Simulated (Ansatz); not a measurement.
Density of states of GaSe (P6_3/mmc, 8 atoms in the cell).

```xyz
8
Lattice="3.8103 0.0000 0.0000 -1.9051 3.2998 0.0000 0.0000 0.0000 16.6909" Properties=species:S:1:pos:R:3 pbc="T T T"
Ga     0.0000     2.1999     2.9399
Ga     1.9051     1.0999    13.7509
Ga     1.9051     1.0999    11.2854
Ga     0.0000     2.1999     5.4055
Se     0.0000     2.1999    10.1168
Se     1.9051     1.0999     6.5740
Se     1.9051     1.0999     1.7714
Se     0.0000     2.1999    14.9195
```

Level of theory: PBE (plane waves, PAW; Ansatz, a first-principles code).

SCF settings: basis.ecutwfc = 30.9 Ry; kpoints.mp_grid.grid = 5 5 1; hamiltonian.xc = pbe; hamiltonian.pseudopotentials = {kind: paw} (the program's default PAW files); scf.occupations.method = fixed. Keys of the DOS step: output.dos.nscf_kmesh.grid = 8 8 2; output.dos.method = {smearing: {sigma: 0.1}} eV.

The starting cell comes from a database of computed structures (which also holds hypothetical and non-ambient phases and stackings), without a prior relaxation at this level. Its lattice was rescaled by a random factor within 2.5 % of one.

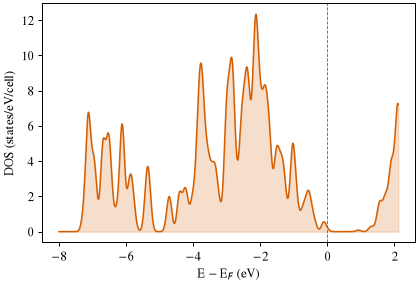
Figure: Total density of states, both spins summed.

Total DOS (both spins), as means of the tabulated values in each energy bin; the zero is the program's Fermi level or highest filled level, and the curve is cut to this window:

```csv
E (eV),states/eV/cell
-7.80,0.00
-7.40,0.72
-7.00,4.51
-6.60,4.54
-6.20,3.42
-5.80,1.97
-5.40,1.82
-5.00,0.17
-4.60,1.34
-4.20,2.12
-3.80,6.69
-3.40,3.78
-3.00,6.46
-2.60,6.63
-2.20,9.73
-1.80,6.85
-1.40,4.03
-1.00,3.02
-0.60,1.77
-0.20,0.41
0.20,0.03
0.60,0.00
1.00,0.05
1.40,0.73
1.80,2.97
```

The gap on the SCF mesh is 0.93 eV.

Keys are those of Ansatz 0.2.
